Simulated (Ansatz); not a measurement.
**SnSe2: relaxing cell and atoms**

Wanted: the geometry at rest of SnSe2 (a database entry, slightly rescaled), relaxing cell and atoms, and its electronic structure there.

Program: Ansatz 0.2.0. Level of theory: DFT, PBE, no spin polarisation, plane waves, PAW. These are calculated values, not measurements.

## Step 1: The cell

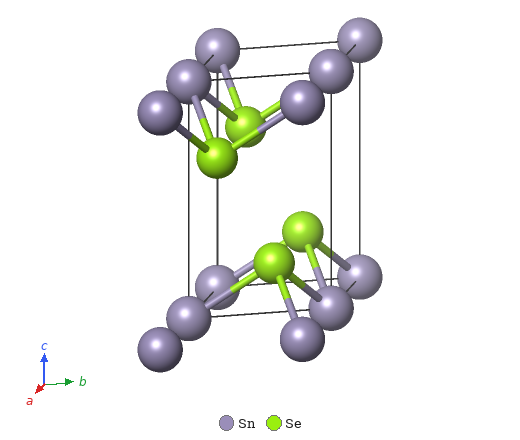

The cell, seen slightly off an axis (tin purple, selenium green). 2×1×1 cells are drawn.

It takes space group P-3m1 (No. 164, trigonal). The conventional cell has a = 3.857 Å, b = 3.857 Å, c = 6.209 Å, α = 90.00°, β = 90.00°, γ = 120.00°. Sn (site symmetry -3m) has 6 Se at 2.71 Å as nearest neighbours. Se (site symmetry 3m) is surrounded by 3 Sn at 2.71 Å.

In its conventional cell, by symmetry (the run takes the cell typed in the input):

```cif
data_structure
_symmetry_space_group_name_H-M 'P-3m1'
_symmetry_Int_Tables_number 164
_cell_length_a 3.8572
_cell_length_b 3.8572
_cell_length_c 6.2089
_cell_angle_alpha 90.000
_cell_angle_beta 90.000
_cell_angle_gamma 120.000
_cell_volume 80.00
loop_
_atom_site_label
_atom_site_type_symbol
_atom_site_symmetry_multiplicity
_atom_site_Wyckoff_symbol
_atom_site_fract_x
_atom_site_fract_y
_atom_site_fract_z
_atom_site_occupancy
Sn1 Sn 1 a 0.00000 0.00000 0.00000 1
Se1 Se 2 d 0.33333 0.66667 0.24900 1
```

It starts from an earlier solution of the starting cell (checkpoint.read).

## Step 2: Relaxing

Contents of input.yaml:

```yaml
crystal:
  lattice:
    - [3.857236, 0.0, 0.0]
    - [-1.928618, 3.340466, 0.0]
    - [0.0, 0.0, 6.208864]
  atoms:
    - { symbol: Sn, position: [0.0, 0.0, 0.0] }
    - { symbol: Se, position: [0.3333, 0.6667, 0.249] }
    - { symbol: Se, position: [0.6667, 0.3333, 0.751] }
  symmetry: { tolerance: 0.0003 }
kpoints:
  mp_grid: { grid: [8, 8, 4], shift: [0, 0, 0] }
magnetization:
  spin_polarized: false
scf:
  occupations: { method: gaussian, width: 0.0267 }
  lower_state_search: "off"
hamiltonian:
  pseudopotentials: { kind: paw }
  xc: pbe
basis:
  ecutwfc: 420
  fft_grid_basis: typed
relax:
  max_steps: 40
  cell: { p_target: 0.0 }
output:
  forces: true
  stress: true
  eigenvalues: true
  bader: true
  populations: true
  elf: true
  write_potential: true
  volumetric_format: npy
  dos:
    e_range: [-12, 8]
    de: 0.05
    projected: { site_lists: { Se: [Se], Sn: [Sn] } }
checkpoint:
  read: saved_state
```

Started as:

```
$ ansatz run input.yaml --threads 2 --pin off --max-ram 3584MiB --backend cpu --events-out ev --progress --plain --runs-dir out
```

Standard output:

```text
Warning: the atoms were moved onto the symmetric positions of the space group found under crystal.symmetry.tolerance 3.0e-4 (fractional; no operation is sought that the atoms, as they stand in a round, miss by more than twice it, and no atom is moved by as much as it), and the run uses the moved positions. Before a round's move an operation carried an atom to 3.86e-4 Å from where it should land, the largest such distance. Atom 1 (counting from 0) moved farthest, by 2.23e-4 Å; the longest move in fractions of the cell, of whichever atom, is 0.15 of the tolerance, in 1 round. To run the atoms as typed, lower crystal.symmetry.tolerance until the operations that they miss are no longer found, or set crystal.symmetry.detect: false (a key that needs symmetry detection or time reversal refuses this as the deck is read). The positions used, in the order of the run's atom list: position: [0.0, 0.0, 0.0]; position: [0.3333333333333333, 0.6666666666666666, 0.249]; position: [0.6666666666666666, 0.3333333333333333, 0.751]; The lattice was moved too: crystal.lattice keeps the space group found at crystal.symmetry.tolerance 3.0e-4 only nearly: the operation that it misses by the most changes a squared length by the fraction 8.48e-7. The run uses the lattice that is a stretch of the typed one, with no rotation, onto the one that keeps every operation to a double's rounding (on a very oblique basis the stretch itself rounds by more); the deck's lattice vector that moved farthest moved by 9.44e-7 Å. To run the lattice as typed, set crystal.symmetry.tolerance under 8.48e-7, the least fraction by which an operation that the lattice misses changes a squared length (the same key also sets how far an atom may lie from its image, so lowering it can lose operations that the atoms keep only within it), or set crystal.symmetry.detect: false, as for the atoms. crystal.lattice made exact, in Å and degrees: [[3.8572369443189083, 0.0, 0.0], [-1.9286184721594541, 3.3404651821960365, 0.0], [0.0, 0.0, 6.208864]]. Pasted over the deck's crystal.lattice, beside positions in fractional coordinates, it runs the same cell (given as lengths and angles, that cell in the form's own orientation, a rigid turn of the misfit's size from the one run here, for which a checkpoint.post_process_only pass over this run's state can be refused: where this run relaxes nothing, give such a pass this deck's own crystal.lattice, as typed; behind a relaxation, as crystal.lattice, the state's own cell, identity.cell in its checkpoint.json), and a matrix so pasted ends this notice, except on a very skew basis of the lattice, where the rounding of the pasted numbers themselves can read as a misfit: the cell is then moved again, and that move is told again. The lattice as run is in this notice's lattice.as_run_ang field (Run.prep()["deck_notices"] in Python, the deck_notice line of an events file, deck_notices of ansatz run --dry-run=json, or deck_notices in record.json in the deck's checkpoint.write directory).
Warning: checkpoint.read: basis.xc_grid differs: saved 1, current 2 (points along each axis for each point of the dense box; where the key is left out runs that use forces, runs that use the stress, dielectric runs by a finite field, finite-displacement phonons, runs of phonons.displacement_patterns under a GGA or a meta-GGA, phonons by method: dfpt, dielectric runs by the response, runs on support functions, runs on PAW files under a meta-GGA or a hybrid on one, runs at kind: all_electron or under a hybrid on a GGA, runs under a text's formulas of a gradient, and runs on PAW files that evaluate rPW86 or Becke's exchange or LYP's correlation can take a finer level, which can go by the root key accuracy; a number is taken as typed: the saved number, typed, holds this deck to the state's level, where the deck is accepted there); the SCF iterates at this deck's level from the saved density; a trajectory continued from that state goes on on another energy surface; basis.xc_grid: 1, typed and accepted, keeps it on the saved one
Warning: RAYON_NUM_THREADS=2 ignored (pool sized by the plan → 2); use --threads N
Engine: ansatz 0.2.0, aarch64-unknown-linux-gnu
Pseudopotentials: kind: paw
Pseudopotential: Sn, paw, valence charge 14, recommended cutoff 420 eV (normal), Sn.paw.azcp
Pseudopotential: Se, paw, valence charge 16, recommended cutoff 420 eV (normal), Se.paw.azcp
Functional definition: PBE
  parameter kappa = 0.804
  parameter beta = 0.06672455060314922
  exchange = pbe_x(kappa = kappa, mu = beta*pi^2/3)
  correlation = pbe_c(beta = beta)
Crystal: 3 atoms, lattice volume = 80.001 Å³
Basis set: ecut = 420 eV, 1557 PW (Γ), exchange–correlation on 54×54×90 points (8 copies of the dense FFT grid, shifted against one another)
Bands: 28, of which v1, the nominal top of the filled ones, is band 23 counted from 1 (22 counted from 0)
Symmetry: 12 space group operations
Space group: P-3m1 (ITA 164), of the structure as read, at distance tolerance 1.3e-3 Å
k-points: 35 of 256
Non-local potential: Sn, projectors of the file, l = 0: 2, l = 1: 2, l = 2: 2, l = 3: 2
Non-local potential: Se, projectors of the file, l = 0: 2, l = 1: 2, l = 2: 3, l = 3: 1
PAW form: soft (Blöchl's): semilocal exchange-correlation on the pseudo side does not see the compensation charge
PAW one-centre angular grid: Sn, 590 points (default); XC on 64 Gauss nodes
PAW one-centre angular grid: Se, 590 points (default); XC on 64 Gauss nodes
Initial density: read from a saved state, or passed on in memory by an earlier SCF of this step, an earlier step, the calling program or the single point that the run made first
Initial wavefunctions: pseudopotential atomic-orbital guess
Functional: x = pbe(κ = 0.804, μ = 0.2195149727645171), c = pbe(β = 0.06672455060314922)
iter 1 solved again at ethr=6.91e-7 eV; its pass at ethr=3.10e-3 eV (dr2=3.18e-4 eV) is discarded
SCF iter   1: F=—  HF=-16963.345276 eV  |F-HF|=—  |Δ(HF+E_count)|=         —  Δρ=5.67e-4  dr2=2.69e-4  ethr=6.91e-7  ⟨swp⟩=2.2  Hψ=6380  notcnv=0
preconditioner: auto → Resta (q_TF=auto, 2.488 Å⁻¹)  ε∞=2.7  [insulator: Δε(μ)=0.775 eV  Ē_g=16.100 eV  σ=0.027 eV  W_gap=1.00  n_scr=22 (ndim 8)  ℏωp=21.2 eV  f_vac=0.090  D(μ)=0.00/eV (n_scr^D=0)  ε∞_Penn≈2.7]
SCF iter   2: F=—  HF=-16963.345377 eV  |F-HF|=—  |Δ(HF+E_count)|=   1.02e-4  Δρ=2.61e-4  dr2=3.69e-5  ethr=5.84e-7  ⟨swp⟩=2.0  Hψ=1151  notcnv=0
SCF iter   3: F=—  HF=-16963.345432 eV  |F-HF|=—  |Δ(HF+E_count)|=   5.43e-5  Δρ=7.67e-5  dr2=3.34e-6  ethr=8.01e-8  ⟨swp⟩=2.0  Hψ=1260  notcnv=0
SCF iter   4: F=—  HF=-16963.345439 eV  |F-HF|=—  |Δ(HF+E_count)|=   7.24e-6  Δρ=1.68e-5  dr2=1.27e-7  ethr=7.27e-9  ⟨swp⟩=2.0  Hψ=1324  notcnv=0
SCF iter   5: F=-16963.345439 eV  HF=-16963.345439 eV  |F-HF|=2.46e-8  |Δ(HF+E_count)|=   4.12e-7  Δρ=4.45e-6  dr2=1.16e-8  ethr=2.17e-10  ⟨swp⟩=9.1  Hψ=7467  notcnv=0
SCF 1 converged in 5 iterations: F = -16963.345439 eV  dr2 = 1.16e-8
relax step   1: F+E_penalty+E_count = -16963.34543943 eV  Δ(F+E_penalty+E_count) = +0.000e0 eV  max|allowed force component| = 4.467e-1 eV/Å  Δτ_max = 0.0000 Å  P = +2.807 GPa  Ω = 80.001 Å³  (5 SCF iters, dr2 threshold 1.00e-7 eV, accepted)
Crystal: 3 atoms, lattice volume = 83.025 Å³
Basis set: ecut = 420 eV, 1653 PW (Γ), exchange–correlation on 54×54×90 points (8 copies of the dense FFT grid, shifted against one another)
Initial density: handed on by an earlier stage of this run
Initial wavefunctions: those handed on with the density
iter 1 solved again at ethr=8.65e-5 eV; its pass at ethr=3.10e-3 eV (dr2=3.98e-2 eV) is discarded
SCF iter   1: F=—  HF=-16963.304430 eV  |F-HF|=—  |Δ(HF+E_count)|=         —  Δρ=6.71e-3  dr2=4.05e-2  ethr=8.65e-5  ⟨swp⟩=1.8  Hψ=5501  notcnv=0
preconditioner: auto → Resta (q_TF=auto, 2.473 Å⁻¹)  ε∞=2.8  [insulator: Δε(μ)=0.313 eV  Ē_g=15.663 eV  σ=0.027 eV  W_gap=1.00  n_scr=22 (ndim 8)  ℏωp=20.8 eV  f_vac=0.072  D(μ)=0.00/eV (n_scr^D=0)  ε∞_Penn≈2.8]
SCF iter   2: F=—  HF=-16963.294253 eV  |F-HF|=—  |Δ(HF+E_count)|=   1.02e-2  Δρ=3.17e-3  dr2=9.08e-3  ethr=8.65e-5  ⟨swp⟩=2.5  Hψ=1323  notcnv=0
SCF iter   3: F=—  HF=-16963.292505 eV  |F-HF|=—  |Δ(HF+E_count)|=   1.75e-3  Δρ=8.29e-4  dr2=1.00e-3  ethr=1.97e-5  ⟨swp⟩=2.9  Hψ=1774  notcnv=0
SCF iter   4: F=—  HF=-16963.292413 eV  |F-HF|=—  |Δ(HF+E_count)|=   9.12e-5  Δρ=3.35e-4  dr2=8.74e-5  ethr=2.18e-6  ⟨swp⟩=2.0  Hψ=1946  notcnv=0
SCF iter   5: F=—  HF=-16963.292429 eV  |F-HF|=—  |Δ(HF+E_count)|=   1.58e-5  Δρ=9.74e-5  dr2=9.01e-6  ethr=1.90e-7  ⟨swp⟩=2.0  Hψ=1749  notcnv=0
SCF iter   6: F=—  HF=-16963.292437 eV  |F-HF|=—  |Δ(HF+E_count)|=   7.36e-6  Δρ=2.51e-5  dr2=5.82e-7  ethr=1.96e-8  ⟨swp⟩=2.0  Hψ=1785  notcnv=0
SCF iter   7: F=-16963.292437 eV  HF=-16963.292437 eV  |F-HF|=3.22e-8  |Δ(HF+E_count)|=   7.38e-7  Δρ=7.47e-6  dr2=3.54e-8  ethr=6.52e-10  ⟨swp⟩=10.4  Hψ=7706  notcnv=0
SCF 2 converged in 7 iterations: F = -16963.292437 eV  dr2 = 3.54e-8
  Residual-converged pass: ⟨swp⟩=1.0  Hψ=1120  notcnv=0  max |occ|·‖R‖ = 6.8e-9 eV (tolerance 1.0e-8 eV)  dr2=3.54e-8  dr2_onsite=1.67e-8  max |Δocc| = 7.1e-25
relax step   2: F+E_penalty+E_count = -16963.29243734 eV  Δ(F+E_penalty+E_count) = +5.300e-2 eV  max|allowed force component| = 8.484e-1 eV/Å  Δτ_max = 0.0977 Å  P = -2.281 GPa  Ω = 83.025 Å³  energy of the carried Pulay correction = -6.385e-4 eV  (7 SCF iters, dr2 threshold 3.00e-7 eV, rejected (line search))
Crystal: 3 atoms, lattice volume = 82.364 Å³
iter 1 solved again at ethr=5.46e-5 eV; its pass at ethr=3.10e-3 eV (dr2=2.51e-2 eV) is discarded
SCF iter   1: F=—  HF=-16963.386296 eV  |F-HF|=—  |Δ(HF+E_count)|=         —  Δρ=5.13e-3  dr2=2.51e-2  ethr=5.46e-5  ⟨swp⟩=1.8  Hψ=5035  notcnv=0
preconditioner: auto → Resta (q_TF=auto, 2.476 Å⁻¹)  ε∞=2.7  [insulator: Δε(μ)=0.749 eV  Ē_g=15.915 eV  σ=0.027 eV  W_gap=1.00  n_scr=22 (ndim 8)  ℏωp=20.9 eV  f_vac=0.091  D(μ)=0.00/eV (n_scr^D=0)  ε∞_Penn≈2.7]
SCF iter   2: F=—  HF=-16963.379664 eV  |F-HF|=—  |Δ(HF+E_count)|=   6.63e-3  Δρ=2.44e-3  dr2=5.09e-3  ethr=5.46e-5  ⟨swp⟩=2.0  Hψ=1303  notcnv=0
SCF iter   3: F=—  HF=-16963.378474 eV  |F-HF|=—  |Δ(HF+E_count)|=   1.19e-3  Δρ=6.05e-4  dr2=4.77e-4  ethr=1.11e-5  ⟨swp⟩=2.3  Hψ=1638  notcnv=0
SCF iter   4: F=—  HF=-16963.378430 eV  |F-HF|=—  |Δ(HF+E_count)|=   4.43e-5  Δρ=2.31e-4  dr2=4.49e-5  ethr=1.04e-6  ⟨swp⟩=2.0  Hψ=1830  notcnv=0
SCF iter   5: F=—  HF=-16963.378443 eV  |F-HF|=—  |Δ(HF+E_count)|=   1.30e-5  Δρ=8.32e-5  dr2=6.16e-6  ethr=9.76e-8  ⟨swp⟩=2.0  Hψ=1774  notcnv=0
SCF iter   6: F=—  HF=-16963.378446 eV  |F-HF|=—  |Δ(HF+E_count)|=   2.77e-6  Δρ=1.90e-5  dr2=3.05e-7  ethr=1.34e-8  ⟨swp⟩=3.0  Hψ=1765  notcnv=0
SCF iter   7: F=—  HF=-16963.378448 eV  |F-HF|=—  |Δ(HF+E_count)|=   2.20e-6  Δρ=5.37e-6  dr2=1.96e-8  ethr=6.62e-10  ⟨swp⟩=2.0  Hψ=1435  notcnv=0
SCF iter   8: F=—  HF=-16963.378448 eV  |F-HF|=—  |Δ(HF+E_count)|=   2.64e-8  Δρ=9.03e-7  dr2=7.82e-10  ethr=4.25e-11  ⟨swp⟩=2.0  Hψ=1726  notcnv=0
SCF iter   9: F=—  HF=-16963.378448 eV  |F-HF|=—  |Δ(HF+E_count)|=   1.79e-9  Δρ=1.94e-7  dr2=4.43e-11  ethr=1.70e-12  ⟨swp⟩=2.0  Hψ=1785  notcnv=0
SCF iter  10: F=-16963.378448 eV  HF=-16963.378448 eV  |F-HF|=7.28e-12  |Δ(HF+E_count)|=  1.09e-10  Δρ=5.07e-8  dr2=3.17e-12  ethr=1.00e-12  ⟨swp⟩=6.0  Hψ=4507  notcnv=0
SCF 3 converged in 10 iterations: F = -16963.378448 eV  dr2 = 3.17e-12
relax step   3: F+E_penalty+E_count = -16963.37844786 eV  Δ(F+E_penalty+E_count) = -3.301e-2 eV  max|allowed force component| = 2.005e-3 eV/Å  Δτ_max = 0.0163 Å  P = +0.400 GPa  Ω = 82.364 Å³  energy of the carried Pulay correction = -5.009e-4 eV  (10 SCF iters, accepted)
Crystal: 3 atoms, lattice volume = 84.481 Å³
Basis set: ecut = 420 eV, 1677 PW (Γ), exchange–correlation on 54×54×90 points (8 copies of the dense FFT grid, shifted against one another)
iter 1 solved again at ethr=9.78e-6 eV; its pass at ethr=3.10e-3 eV (dr2=4.50e-3 eV) is discarded
SCF iter   1: F=—  HF=-16963.386642 eV  |F-HF|=—  |Δ(HF+E_count)|=         —  Δρ=2.17e-3  dr2=4.33e-3  ethr=9.78e-6  ⟨swp⟩=2.0  Hψ=5901  notcnv=0
preconditioner: auto → Resta (q_TF=auto, 2.465 Å⁻¹)  ε∞=2.7  [insulator: Δε(μ)=0.729 eV  Ē_g=15.877 eV  σ=0.027 eV  W_gap=1.00  n_scr=22 (ndim 8)  ℏωp=20.6 eV  f_vac=0.122  D(μ)=0.00/eV (n_scr^D=0)  ε∞_Penn≈2.7]
SCF iter   2: F=—  HF=-16963.385530 eV  |F-HF|=—  |Δ(HF+E_count)|=   1.11e-3  Δρ=9.81e-4  dr2=4.61e-4  ethr=9.42e-6  ⟨swp⟩=2.0  Hψ=1308  notcnv=0
SCF iter   3: F=—  HF=-16963.385520 eV  |F-HF|=—  |Δ(HF+E_count)|=   9.78e-6  Δρ=2.91e-4  dr2=4.16e-5  ethr=1.00e-6  ⟨swp⟩=2.0  Hψ=1717  notcnv=0
SCF iter   4: F=—  HF=-16963.385536 eV  |F-HF|=—  |Δ(HF+E_count)|=   1.58e-5  Δρ=7.37e-5  dr2=4.74e-6  ethr=9.04e-8  ⟨swp⟩=2.0  Hψ=1785  notcnv=0
SCF iter   5: F=—  HF=-16963.385541 eV  |F-HF|=—  |Δ(HF+E_count)|=   5.20e-6  Δρ=2.10e-5  dr2=5.10e-7  ethr=1.03e-8  ⟨swp⟩=2.0  Hψ=1785  notcnv=0
SCF iter   6: F=-16963.385542 eV  HF=-16963.385542 eV  |F-HF|=2.03e-7  |Δ(HF+E_count)|=   7.88e-7  Δρ=7.30e-6  dr2=7.47e-8  ethr=6.52e-10  ⟨swp⟩=10.3  Hψ=9345  notcnv=0
SCF 4 converged in 6 iterations: F = -16963.385542 eV  dr2 = 7.47e-8
relax step   4: F+E_penalty+E_count = -16963.38554225 eV  Δ(F+E_penalty+E_count) = -7.094e-3 eV  max|allowed force component| = 7.795e-3 eV/Å  Δτ_max = 0.0333 Å  P = +0.006 GPa  Ω = 84.481 Å³  energy of the carried Pulay correction = -9.374e-4 eV  (6 SCF iters, dr2 threshold 3.00e-7 eV, accepted)
Crystal: 3 atoms, lattice volume = 87.007 Å³
```

(Part 1 of 2 ends here.)
